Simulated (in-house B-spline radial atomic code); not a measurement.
```
Z = 30
electrons = 28.0
configuration = [Ar] 3d10
hamiltonian = x2c
method = r2scan0
lmax = 9
rms_radius = 3.9283
spin_polarised = False
box_radius = 17.55
intervals = 70
```

Launched with:
```bash
python run_gw.py task.json out
```

All-electron spherical atom, scalar X2C, r2SCAN0 start, no spin-orbit coupling, Breit or QED terms; computed with a B-spline radial code. The quasi-particle equation is solved at full frequency; levels of low quasi-particle weight Z are left out.

Parts of the G₀W₀ correction to each level for Zn III (Zn²⁺):

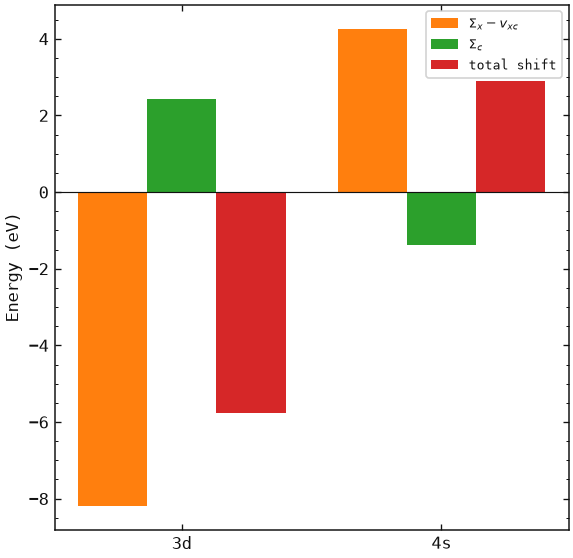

G₀W₀ moves the highest occupied level, 3d, from −33.89 to −39.66 eV (renormalisation factor Z = 0.91); the measured removal energy is 39.72 eV, so the error is −0.07 eV. The empty level 4s goes from −20.86 to −17.97 eV.

```json
{"Level": "3d", "Mean field (eV)": "−33.89", "Σx − vxc (eV)": "−8.20", "Σc (eV)": "2.43", "Z": "0.91", "G₀W₀ (eV)": "−39.66"}
{"Level": "4s", "Mean field (eV)": "−20.86", "Σx − vxc (eV)": "4.26", "Σc (eV)": "−1.38", "Z": "0.98", "G₀W₀ (eV)": "−17.97"}
```
